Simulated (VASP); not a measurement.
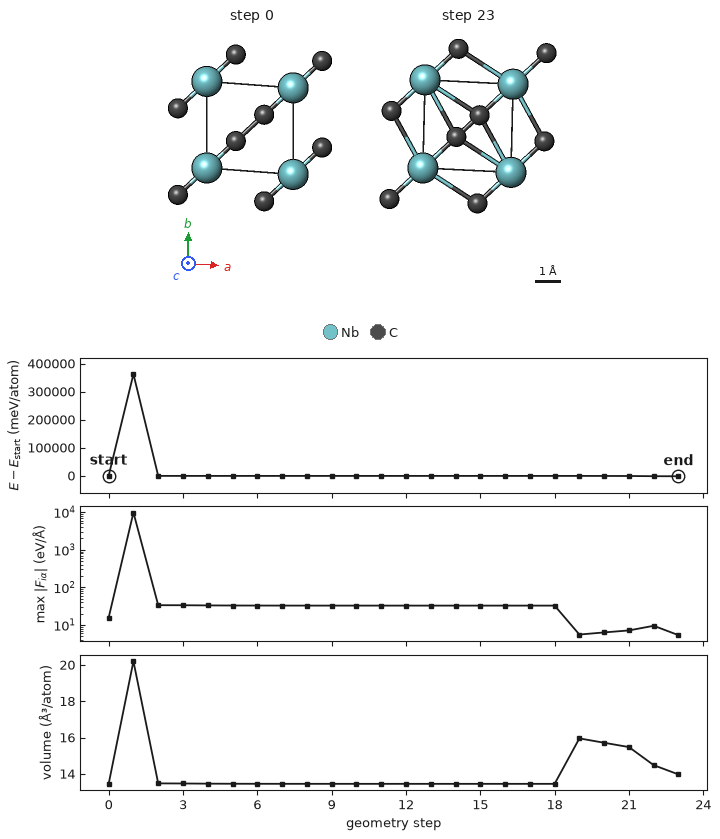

First and last geometry of a relaxation of crystalline NbC$_{2}$ (a generated structure, set up in Cmmm), with the history of the run. The picture is a ball-and-stick view of the cell of the calculation, seen along the c axis.

The run lets cell and atoms move.

Theory: Kohn-Sham DFT of a periodic cell, PBE, VASP PAW PBE potentials, recommended (VASP).

Input file:
```
ALGO     = Fast           # electronic algorithm
EDIFF    = 1E-4           # SCF threshold, eV
EDIFFG   = -0.08          # ionic threshold
ENCUT    = 520            # plane-wave cutoff, eV
GGA      = PE             # functional
IBRION   = 2              # ionic algorithm
ISIF     = 3              # what is computed and relaxed
ISMEAR   = 0              # smearing method
LASPH    = True           # aspherical terms in the spheres
LCHARG   = False          # write CHGCAR
LREAL    = False          # projectors in reciprocal space
LWAVE    = False          # write WAVECAR
NELM     = 60             # most SCF steps
NSW      = 24             # ionic steps
PREC     = Normal         # precision mode
SIGMA    = 0.15           # smearing width, eV
```

Command:
```bash
cat potpaw_PBE.64/Nb_sv/POTCAR potpaw_PBE.64/C/POTCAR > POTCAR
mpirun -np 1 vasp_std > vasp.out
```

> Read the history and describe the run.

The relaxation stopped without meeting its thresholds, so the last structure isn't shown to be converged. Over 23 geometry steps the energy falls by 1881 meV per atom. The largest force component goes from 16 to 5.4 eV/Å. The pressure goes from 44.89 to 15.22 GPa. The largest moves relative to the cell, 0.18 Å, are those of C atoms. Nb stays in place. The volume changes by +3.9 %, with a = b 3.602 → 3.669 Å (+1.9 %), c 3.118 → 3.113 Å (−0.1 %), γ 94.3° → 91.4°. Some distances before and after: C–C 1.610 → 1.325 Å, C–Nb 1.645 → 1.900 Å, C–Nb 2.760 → 2.709 Å, Nb–Nb 3.118 → 3.113 Å. The space group stays Cmmm (No. 65). At step 1 the optimiser overshot: the energy rose above the start, and later steps came back.
